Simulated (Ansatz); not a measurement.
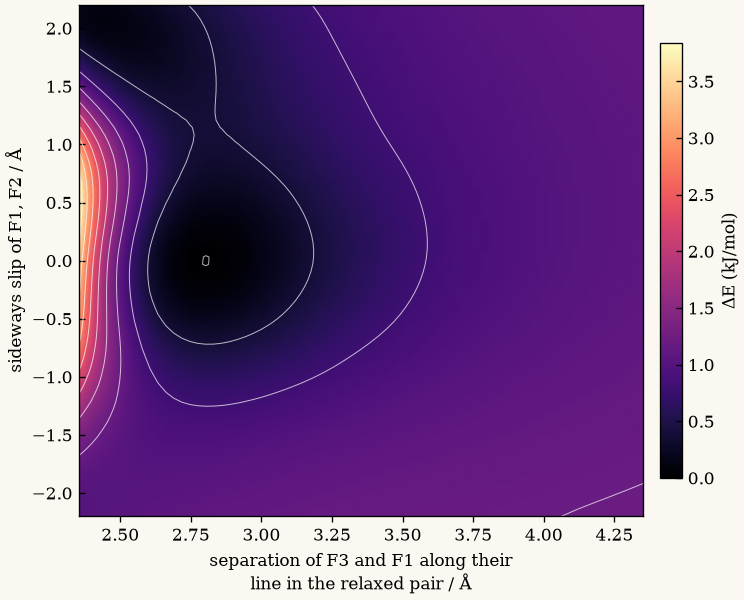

The pair F₂···F₂. The first coordinate is: separation of F3 and F1 along their line in the relaxed pair; the second: sideways slip of F1, F2. Nothing is relaxed (both partners rigid). The scan uses a 13 × 13 grid. Points are written as (first, second). Energies: kJ/mol, counted from the lowest grid point. These are results of RKS B3LYP-D4/def2-TZVPD (Ansatz), not measurements.

In the figure: a smooth colour map with a few white contour lines. Between grid points the surface is interpolated.

The lowest grid point is at (2.781 Å, 0.00 Å). The energy also falls towards the edge at (2.413 Å, 2.20 Å) (0.15 kJ/mol above the lowest), where a further well may lie outside the range. The highest grid point, (2.352 Å, 0.37 Å), lies 3.84 kJ/mol above the lowest.

The level of theory is changed to RKS SPW92 (LDA)/def2-TZVPD in Ansatz; with it change the reference geometry, relaxed at the new level; the new grid has 15 × 15 points.

**What will the new map look like?**

The minimum (interpolated where it lies between grid points) moves from about (2.803 Å, 0.00 Å) to about (2.311 Å, 0.001 Å). The curvature at the minimum changes from about 0.12 to 0.86 eV/Å² along the first coordinate and from about 0.021 to 0.17 eV/Å² along sideways slip of F1, F2.

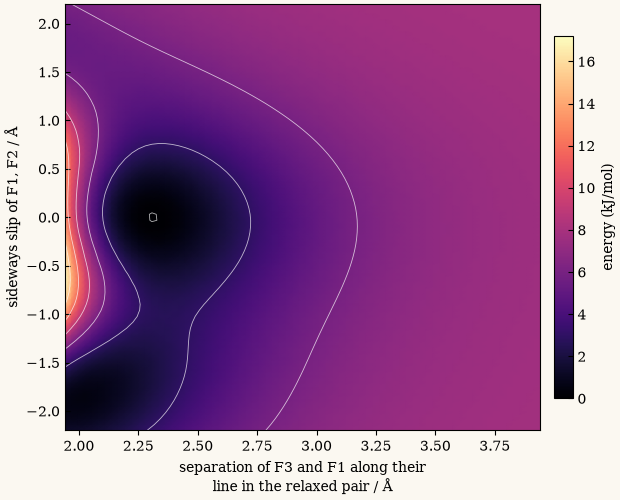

The map after the change, on a colour scale of its own. Drawn: a smooth colour map with a few white contour lines. Between grid points the surface is interpolated.
